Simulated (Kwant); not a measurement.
System: Aharonov-Bohm ring in a In0.53Ga0.47As two-dimensional gas. Effective mass 0.041 mₑ, grid spacing 6.7 nm, hard walls, nominal width 80 nm (11 grid rows, so walls 80.4 nm apart), one parabolic valley, scattering region 480 nm long along x; energies count from the band bottom; Fermi energy 0.00378 eV. Ring of mean radius 110 nm, arms as wide as the leads. Perpendicular field swept from 0 to 0.37 T, none in the leads; orbital effect alone.

Constants are typed, rounded textbook-type inputs, not results; the design itself was drawn at random and stands for no fabricated device.

Computed with Kwant: effective-mass tight-binding model on a square grid, one spin, coherent transport at 0 K. Conductance is in e²/h.

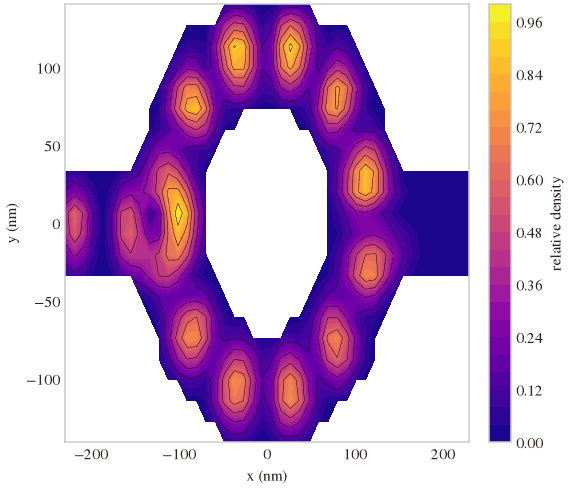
Density of the scattering states that come in from the left lead, at field = 0.18708 T, in bins, relative to the largest site value

The conductance there is 0.067 e²/h with 1 open channel(s) in the leads.
